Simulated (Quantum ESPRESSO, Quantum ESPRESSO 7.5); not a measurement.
# Work function and surface energy of Ba(100) against thickness

Wanted: a thickness series of Ba(100), driven from Python.

Main program and level: Quantum ESPRESSO 7.5; plane-wave DFT, PBE, GBRV ultrasoft pseudopotentials.

The experiments to compare with:

For Ba (polycrystalline sample, no single face), “Anisotropic work function of elemental crystals” (2019, arxiv:1902.07811) quotes earlier work: work function, loosely compared (polycrystalline sample, no single face) 2.53 eV.

Report form: the programs' logs are mostly left out.

**1. Set-up**

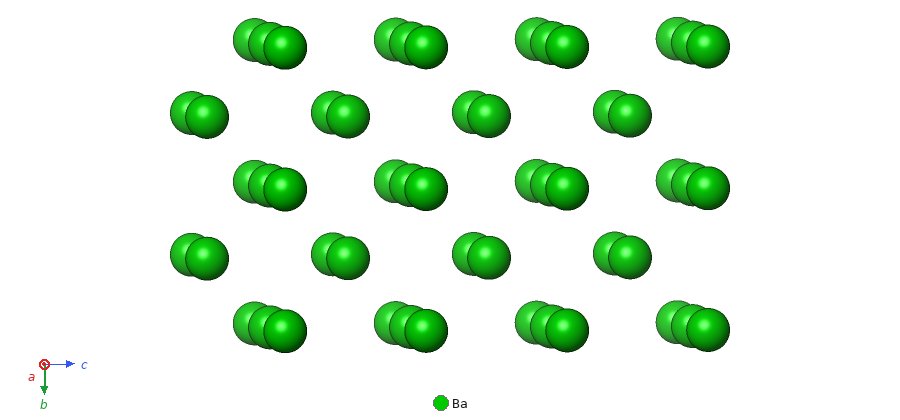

Start, viewed from the side, with the c axis across the page; barium green. 2×2×1 cells are drawn. Some periodic images of atoms are drawn too.

The cell holds 8 atoms: 8 Ba. Cell: a = 5.020 Å, b = 5.020 Å, c = 32.570 Å, α = 90.0°, β = 90.0°, γ = 90.0°. It derives from Ba. Vacuum lies along c.

As a file:

```xyz
8
Lattice="5.0200 0.0000 0.0000 0.0000 5.0200 0.0000 0.0000 0.0000 32.5700" Properties=species:S:1:pos:R:3
Ba    2.5100    2.5100    7.5000
Ba    0.0000    0.0000   10.0100
Ba    2.5100    2.5100   12.5200
Ba    0.0000    0.0000   15.0300
Ba    2.5100    2.5100   17.5400
Ba    0.0000    0.0000   20.0500
Ba    2.5100    2.5100   22.5600
Ba    0.0000    0.0000   25.0700
```

**2. The script**

ASE writes the inputs, starts pw.x and reads the results. Under ESM bc1 the zero of energy of a symmetric slab is the vacuum, so the work function is minus the Fermi level.

File run.py:

```python
import json
import numpy as np
from ase.build import bcc100
from ase.calculators.espresso import Espresso, EspressoProfile

profile = EspressoProfile(command='mpirun -n 4 pw.x -nk 4', pseudo_dir='../pseudo')
pseudopotentials = {'Ba': 'ba_pbe_v1.uspp.F.UPF'}
system = {'ecutwfc': 40, 'ecutrho': 200, 'occupations': 'smearing', 'smearing': 'mv', 'degauss': 0.02}


def calculator(name, kpts, **extra):
    data = dict(control=dict(tprnfor=True, verbosity='high', disk_io='none'),
                system=system | extra,
                electrons=dict(conv_thr=1e-07, mixing_beta=0.4, mixing_mode='local-TF',
                               electron_maxstep=100))
    return Espresso(profile=profile, directory=name, pseudopotentials=pseudopotentials, kpts=kpts, input_data=data)


def centre(atoms):
    z = atoms.positions[:, 2]
    atoms.positions[:, 2] -= (z.max() + z.min()) / 2  # ESM wants the slab about z = 0
    return atoms


rows = []
for n in [3, 4, 5, 6, 7, 8]:
    slab = centre(bcc100('Ba', size=(1, 1, n), a=5.02, vacuum=7.5, periodic=True))
    slab.set_initial_magnetic_moments([0.0] * n)
    slab.calc = calculator(f'n{n}', (6, 6, 1), assume_isolated='esm', esm_bc='bc1')
    energy = slab.get_potential_energy()
    work = -slab.calc.get_fermi_level()
    force = slab.get_forces()[-1, 2]
    rows.append([n, energy, work, force])
    print(f'{n} layers: E = {energy:.5f} eV, work function {work:.3f} eV, force on the top atom {force:+.3f} eV/A')

n, energy = np.array(rows)[:, :2].T
slope, offset = np.polyfit(n[1:], energy[1:], 1)
area = np.linalg.norm(np.cross(*slab.cell[:2]))
gamma = offset / (2 * area) * 16.0218
print(f'bulk energy from the slope {slope:.5f} eV an atom; unrelaxed surface energy {gamma:.3f} J/m^2')
json.dump(dict(rows=rows, slope=slope, gamma=gamma), open('result.json', 'w'))
```

The run is started by

```bash
> OMP_NUM_THREADS=1 python run.py
```

Wall time 23 min (4 MPI ranks of Arm Neoverse V2, shared host); peak memory 2.9 GiB; 1.5 h of CPU time.

This step gave:

* surface energy: 0.3174 J/m²
* work function of the thickest slab: 2.358 eV

The work function by layers:

```
layers  work function (eV)
  3.00                2.35
  4.00                2.35
  5.00                2.36
  6.00                2.36
  7.00                2.36
  8.00                2.36
```

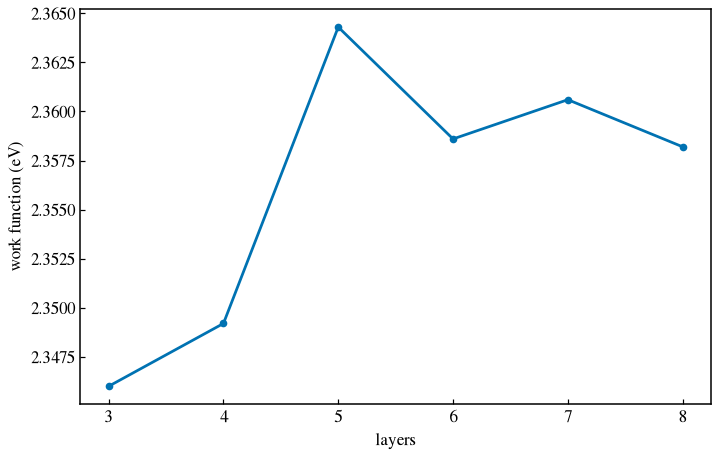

Work function against layers.

Force on the top atom along the normal against layers:

```
layers  force on the top atom along the normal (eV/Å)
  3.00                                        0.00697
  4.00                                         0.0764
  5.00                                         0.0743
  6.00                                         0.0755
  7.00                                         0.0694
  8.00                                         0.0750
```

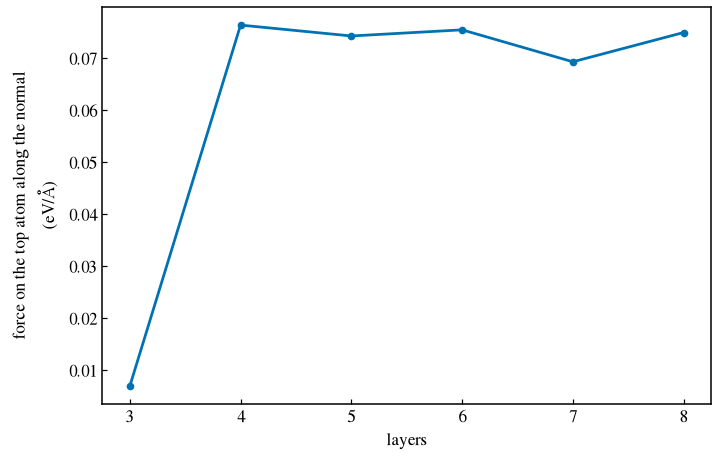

Force on the top atom along the normal, plotted against layers.

Table of energy less the bulk line's slope by layers:

```
layers  energy less the bulk line's slope (meV)
  3.00                                      990
  4.00                                      996
  5.00                                     1004
  6.00                                      997
  7.00                                      997
  8.00                                      999
```

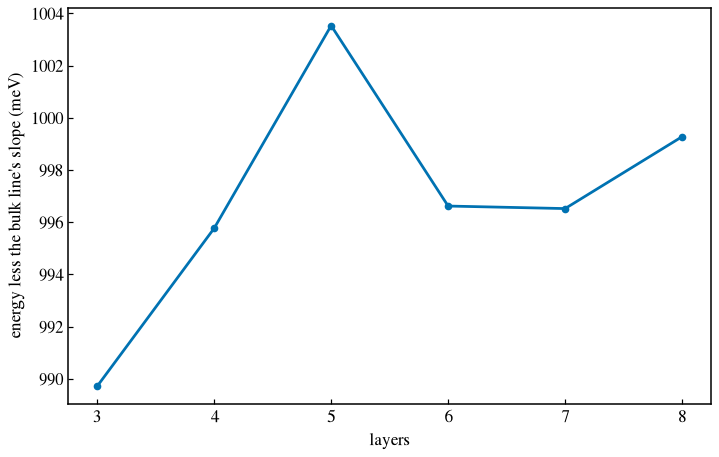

Energy less the bulk line's slope against layers.

**3. The script: PBEsol, GBRV ultrasoft**

Level of this step: plane-wave DFT, PBEsol, GBRV ultrasoft pseudopotentials (Quantum ESPRESSO 7.5).

run.py is the input of step 2 with these lines changed:

```diff
@@ -6,3 +6,3 @@
 profile = EspressoProfile(command='mpirun -n 4 pw.x -nk 4', pseudo_dir='../pseudo')
-pseudopotentials = {'Ba': 'ba_pbe_v1.uspp.F.UPF'}
+pseudopotentials = {'Ba': 'ba_pbesol_v1.uspp.F.UPF'}
 system = {'ecutwfc': 40, 'ecutrho': 200, 'occupations': 'smearing', 'smearing': 'mv', 'degauss': 0.02}
```

The run is started by

```bash
> OMP_NUM_THREADS=1 python run.py
```

It took 24 min on 4 MPI ranks; peak memory 2.9 GiB.

Numbers from this step:

```
surface energy                     : 0.3667 J/m²
work function of the thickest slab : 2.397 eV
```

Table of work function by layers:

```
layers  work function (eV)
  3.00                2.38
  4.00                2.38
  5.00                2.40
  6.00                2.39
  7.00                2.40
  8.00                2.40
```

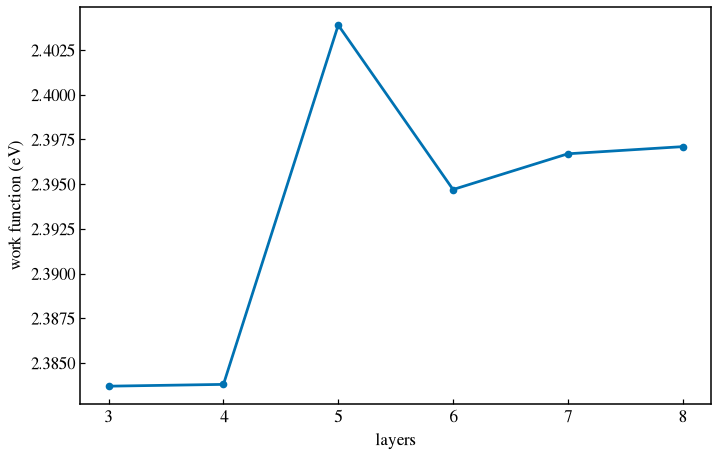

Work function against layers.

The force on the top atom along the normal by layers:

```
layers  force on the top atom along the normal (eV/Å)
  3.00                                        -0.0934
  4.00                                        -0.0171
  5.00                                        -0.0155
  6.00                                        -0.0278
  7.00                                        -0.0273
  8.00                                        -0.0334
```

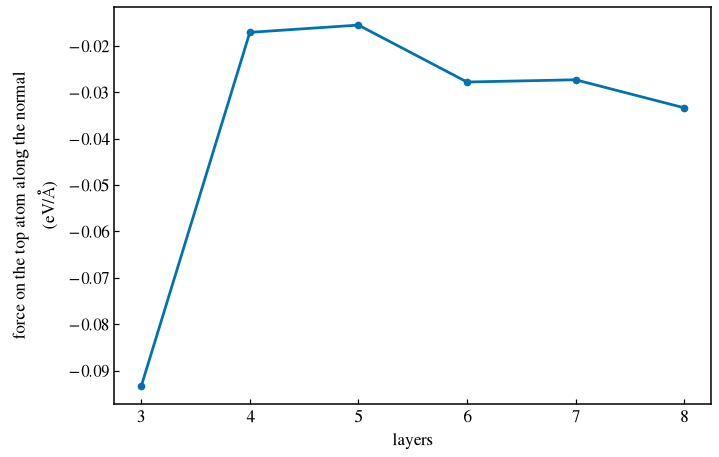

Force on the top atom along the normal against layers.

The energy less the bulk line's slope by layers:

```
layers  energy less the bulk line's slope (meV)
  3.00                                     1144
  4.00                                     1151
  5.00                                     1159
  6.00                                     1152
  7.00                                     1152
  8.00                                     1155
```

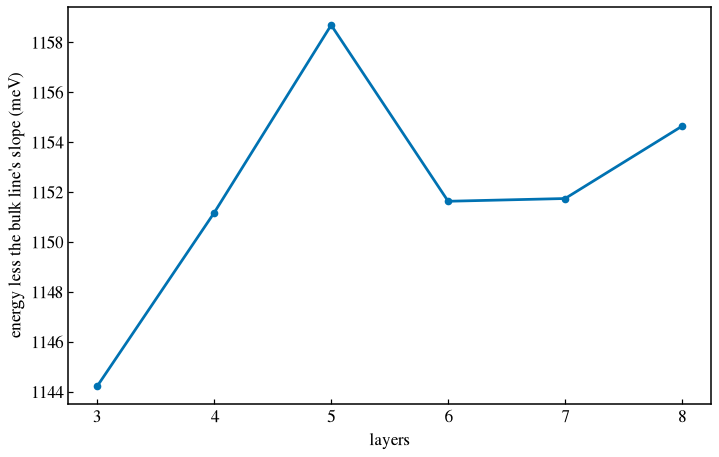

Energy less the bulk line's slope against layers.

**4. By hand**

γ = (E_N − N e_bulk)/(2A). The excess of the thickest slab is 0.999 eV and A = 25.200 Å²: 0.999/(2 × 25.200) × 16.02 = 0.32 J/m² (1 eV/Å² = 16.02 J/m²); the fit's intercept gives 0.32.

**5. Outcome**

| Quantity | Value |
| --- | --- |
| work function of the thickest slab, PBE, GBRV ultrasoft | 2.36 eV |
| unrelaxed surface energy, PBE, GBRV ultrasoft | 0.32 J/m² |
| work function of the thickest slab, PBEsol, GBRV ultrasoft | 2.40 eV |
| unrelaxed surface energy, PBEsol, GBRV ultrasoft | 0.37 J/m² |

The thickest slab gives a work function of 2.36 eV and the series an unrelaxed surface energy of 0.32 J/m² (PBE, GBRV ultrasoft). The work function swings by 0.02 eV over 3 to 8 layers and by 0.00 eV over the last step; confined states crossing the Fermi level and the finite mesh both contribute. From 3 layers on it stays within 0.1 eV. The force on the top atom of the thickest slab points outwards (0.07 eV/Å). The slabs are cut from the bulk at the tabulated lattice constant and not relaxed; the surface energy comes from a straight line through the energies of all but the thinnest slab.

Calculation against experiment:

```
                                                                     quantity  measured        PBE, GBRV     PBEsol, GBRV
work function, loosely compared (polycrystalline sample, no single face) (eV)      2.53  2.36 (-0.17 eV)  2.40 (-0.13 eV)
```

Measured values from arxiv:1902.07811 (2019).

**Verdict.** A polycrystal averages over faces, so this is a loose comparison.

[Logs are printed without paths, hosts, clocks, repeated set-up lines and the standing remarks that a program may print on its own settings, such as how far it seeks lower states.]

[Hosts, paths, dates, database ids (printed as entryN), source tags and the programs' standing remarks are cut or masked in the printed files.]

[Maps of the electrostatic potential energy from Ansatz leave out the sawtooth potential of an applied field or a dipole correction, so their vacuum need not be flat; planar profiles and work functions include it.]
